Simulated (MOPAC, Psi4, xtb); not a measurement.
Approach curve of the dimer CO ··· H6Si2 (SMILES [C-]#[O+] and [SiH3][SiH3]). Monomers: optimised at B3LYP-D3(BJ) (def2-TZVP), held rigid. Orientation: a random orientation, not optimised. R is the distance of the centres of mass, along which the second monomer moves.

Geometry at R = 4.67 Å (first 2 atoms: monomer A):
```
10

C      0.5625     0.0000     0.0000
O     -0.5625     0.0000     0.0000
Si     4.2763    -2.4705     1.3978
Si     4.0220    -1.4385    -0.6918
H      4.9652    -3.7753     1.2467
H      2.9508    -2.7037     2.0211
H      5.0804    -1.6119     2.3012
H      3.2178    -2.2970    -1.5952
H      3.3332    -0.1336    -0.5407
H      5.3475    -1.2053    -1.3152
```

Methods: PM3, restricted, heats of formation (MOPAC); HF/aug-cc-pVDZ, counterpoise-corrected (Psi4); GFN1-xTB (xtb); MP2/aug-cc-pVDZ = DF-MP2/aug-cc-pVDZ, frozen core, counterpoise-corrected (Psi4); BLYP-D3(BJ)/def2-TZVP, counterpoise-corrected (Psi4).

Interaction energies in kJ/mol (negative: bound); R is the distance of the centres of mass, d the C1···H9 distance.

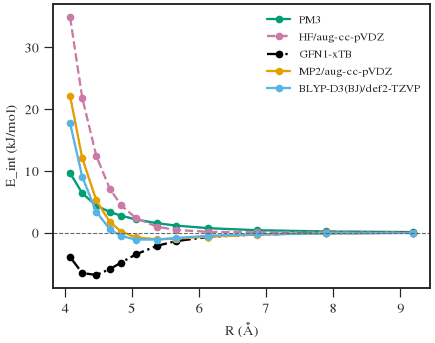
Interaction energy against separation.

```tsv
R / Å	d / Å	PM3	HF/aug-cc-pVDZ	GFN1-xTB	MP2/aug-cc-pVDZ	BLYP-D3(BJ)/def2-TZVP
4.08	2.31	9.64	34.86	-3.97	22.12	17.66
4.26	2.47	6.36	21.84	-6.55	12.07	9.07
4.47	2.65	4.37	12.41	-6.87	5.22	3.35
4.67	2.83	3.33	7.12	-5.93	1.73	0.57
4.84	2.98	2.73	4.40	-4.85	0.16	-0.57
5.06	3.18	2.13	2.34	-3.53	-0.78	-1.13
5.37	3.47	1.52	0.96	-2.16	-1.10	-1.13
5.65	3.73	1.13	0.43	-1.40	-1.00	-0.89
6.14	4.19	0.70	0.12	-0.71	-0.66	-0.52
6.87	4.89	0.38	0.03	-0.30	-0.32	-0.26
7.89	5.88	0.18	0.01	-0.10	-0.13	-0.14
9.19	7.16	0.07	0.00	-0.02	-0.05	-0.06
```

Lowest grid point: PM3 0.07 kJ/mol at R = 9.19 Å; HF/aug-cc-pVDZ 0.00 kJ/mol at R = 9.19 Å; GFN1-xTB -6.87 kJ/mol at R = 4.47 Å; MP2/aug-cc-pVDZ -1.10 kJ/mol at R = 5.37 Å; BLYP-D3(BJ)/def2-TZVP -1.13 kJ/mol at R = 5.06 Å.
